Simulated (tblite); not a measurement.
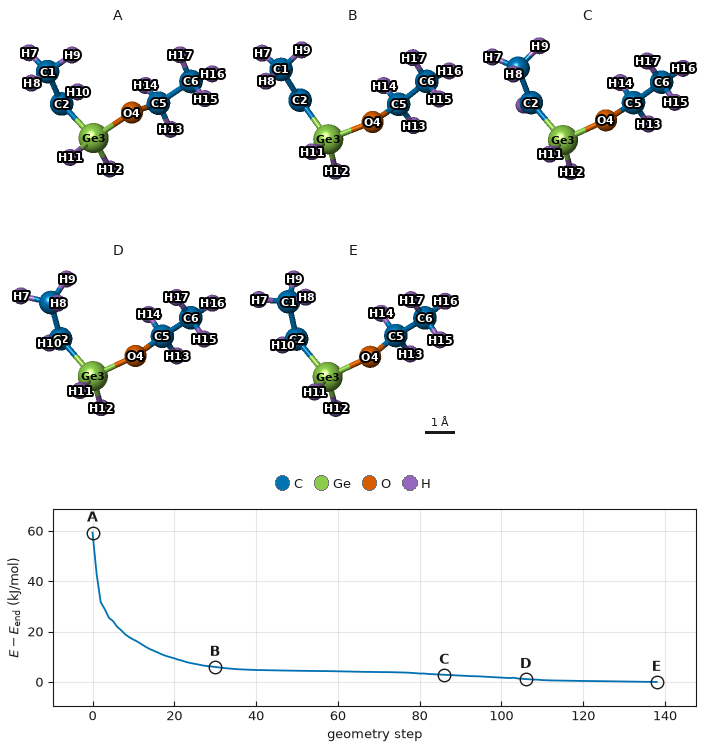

Frames of a relaxation of C4H11GeO (multiplicity 2), marked on the history of the run. The picture is a ball-and-stick view, seen face on.

The calculation used GFN2-xTB geometry optimisation, gas phase in tblite. 

Describe the path.

Answer. Over 138 geometry steps the energy falls by 59.3 kJ/mol. H8 moves most after the best rigid fit: 1.58 Å. By element the largest moves are H 1.58 Å, O 0.44 Å, C 0.33 Å, Ge 0.16 Å. Among the contacts that change: C1–C2 1.526 → 1.478 Å, Ge3–H11 1.547 → 1.500 Å, Ge3–O4 1.809 → 1.763 Å, Ge3–H12 1.557 → 1.514 Å. Bond angles that change, for instance: Ge3–O4–C5 107.8° → 125.9°, C1–C2–Ge3 111.1° → 123.5°, O4–Ge3–H11 108.4° → 96.8°. Groups turn about Ge3–O4 by about 20°. From step 0 to 30: H10 moves most (0.56 Å), energy −53.3 kJ/mol. From step 30 to 86: H atoms move most (0.55 Å), energy −3.16 kJ/mol. From step 86 to 106: H8 moves most (0.54 Å), energy −1.68 kJ/mol. From step 106 to 138: H8 moves most (0.55 Å), energy −1.13 kJ/mol.
